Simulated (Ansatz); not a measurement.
Fields on a plane of Ta4GaSe8 (space group F-43m)

```xyz
13
Lattice="0.0000 5.1687 5.1687 5.1687 0.0000 5.1687 5.1687 5.1687 0.0000" Properties=species:S:1:pos:R:3 pbc="T T T"
Ta     1.0599     4.1088     4.1088
Ta     1.0599     1.0599     1.0599
Ta     4.1088     4.1088     1.0599
Ta     4.1088     1.0599     4.1088
Ga     5.1687     5.1687     5.1687
Se     8.9245     6.5816     6.5816
Se     8.9245     8.9245     8.9245
Se     6.5816     6.5816     8.9245
Se     6.5816     8.9245     6.5816
Se     3.7638     6.5736     6.5736
Se     3.7638     3.7638     3.7638
Se     6.5736     6.5736     3.7638
Se     6.5736     3.7638     6.5736
```

The slice is a {110} plane (indices of the conventional cell) through the point (0.410, 0.863, 0.863) (fractional), spanned by u = [100] and v = [1 -1 -1] in vectors of this cell: u (7.31 Å) and v (10.34 Å, at 90° to u). It covers one period; positions are fractions (u, v).

Atoms on it: Ta at (0.52, 0.76); Ta at (0.93, 0.76); Ga at (0.73, 0.36); Se at (0.00, 0.00); Se at (0.45, 0.00); Se at (1.00, 0.50); Se at (0.45, 0.50).

The numbers are results of PBEsol (plane waves to 420 eV, PAW, scalar-relativistic; Ansatz, a program for electronic structure), not measurements. k mesh 7×7×7. These are valence fields of a PAW run, semicore shells included where kept as valence: close to a nucleus they are smooth pseudo fields. Spin-orbit coupling is left out, though Ta is heavy. Ta4GaSe8 is run without spin polarisation. Ta4GaSe8 was relaxed with its symmetry unable to fall.

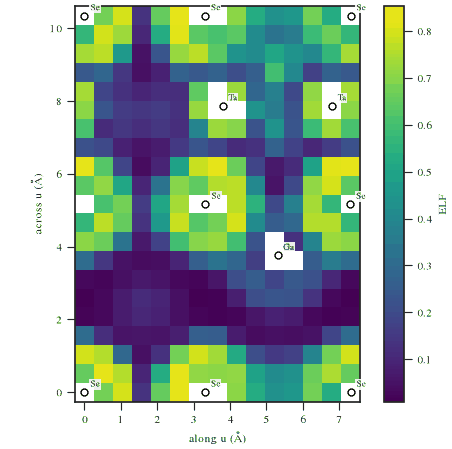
Fig. 1. Electron localisation function (ELF), one period of the plane, atoms marked. Points within 0.5 Å of a nucleus are left white, as the pseudised field means little there.

```tsv
v \ u	0.00	0.14	0.29	0.43	0.57	0.71	0.86
0.90	<0.0	7.0	7.8	<0.0	2.3	4.9	3.6
0.80	x	5.5	6.7	x	x	3.2	x
0.70	x	5.3	6.1	x	x	4.5	x
0.60	<0.0	6.0	6.7	<0.0	4.6	8.3	5.8
0.50	x	<0.0	3.5	x	x	5.4	<0.0
0.40	<0.0	6.9	7.6	<0.0	0.6	x	<0.0
0.30	8.1	8.4	8.3	8.3	3.9	x	1.4
0.20	8.5	7.9	7.7	8.4	8.1	7.2	7.9
0.10	<0.0	7.0	7.7	<0.0	5.9	7.9	6.9
0.00	x	<0.0	4.1	x	x	3.3	<0.0
```

Values: electrostatic potential energy of an electron, from the cell's mean, in eV. Points within 1 Å of a nucleus are blanked (x), as the pseudised field means little there. Values under 0 eV are set to 0. The zero, the cell's mean, hangs on the PAW cores.
